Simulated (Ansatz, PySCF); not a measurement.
NH3 (SMILES N) and C2H6O (SMILES COC) are pulled apart as rigid monomers along the line of their centres of mass, from the B3LYP-D3(BJ)/def2-TZVP minimum. Starting geometry (charge 0, multiplicity 1):
```csv
atom,x (Å),y (Å),z (Å)
N,0.4980,-0.0204,0.1666
H,-0.0370,0.5695,-0.4604
H,0.6913,-0.8832,-0.3290
H,-0.0986,-0.2479,0.9576
C,-0.3422,1.1648,3.3126
O,-0.4672,-0.2311,3.1192
C,0.6990,-0.9302,3.5098
H,0.4781,1.5743,2.7118
H,-0.1640,1.4020,4.3688
H,-1.2804,1.6209,2.9998
H,1.5653,-0.6140,2.9173
H,0.5140,-1.9900,3.3403
H,0.9166,-0.7708,4.5732
```

Interaction energies with rigid monomers; basis-set methods are counterpoise corrected unless marked otherwise.

Frozen-core correlation. Rows in 6-311+G** carry no dispersion term and start afresh at each structure.

Codes used: Ansatz (Gaussian orbitals); PySCF for 6-311+G** rows, the dispersion terms. 

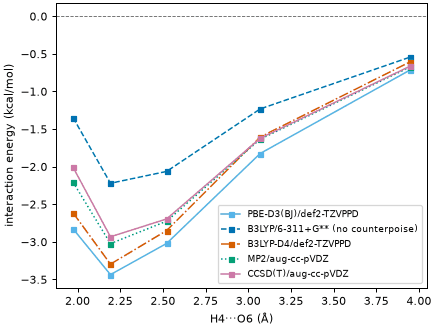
Figure. Interaction energy against separation

Which level binds most strongly at H4···O6 = 2.19, and by how much?

PBE-D3(BJ)/def2-TZVPPD, -3.4 kcal/mol.

Ansatz is a program for electronic structure.
